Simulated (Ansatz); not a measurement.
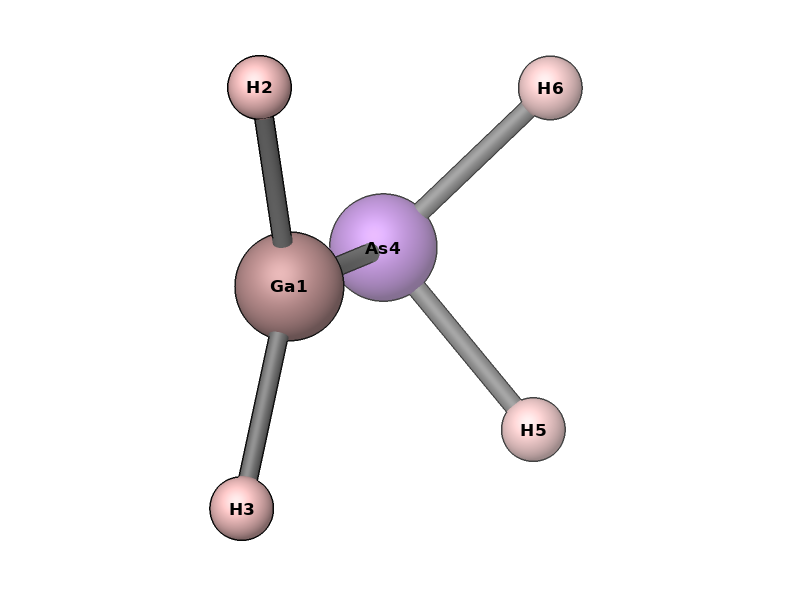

As4 lies behind Ga1. The molecule seen a little off the Ga1–As4 bond, Ga1 in front. Distant atoms are faded towards the background colour. The computed structure is the end point of a PBE0-D4/def2-TZVP optimisation.

What is the torsion angle H2–Ga1–As4–H5? The sign is positive where the front bond must turn clockwise to cover the back bond.

140°, anticlinal.
